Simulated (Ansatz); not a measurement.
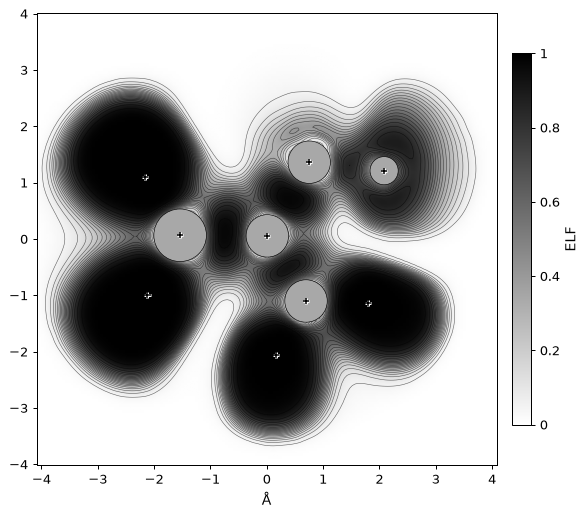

The electron localisation function on a plane through atoms (crosses mark nuclei in the plane; grey discs cover the cores).

Method: isolated molecule in a Gaussian basis; Kohn-Sham density functional theory, functional PBE0 in Ansatz 0.2.0.

Candidates:
A. C3H4BF3 (SMILES BC(=C)C(F)(F)F)
B. C2H2F2O (SMILES O[C](F)[CH+]F) (charge +1, doublet)
C. CH4BrSn (SMILES [CH2][SnH2][Br]) (doublet)

Which system is this?

Answer. Candidate A: C3H4BF3 on the plane of atoms C1, C2 and H11, which holds C, B, F and H. C–F (1.34 Å): the ELF peaks at about 0.85 between the atoms (a polar covalent bond). C–C (1.34 Å): the ELF peaks at about 0.95 between the atoms (a multiple bond).
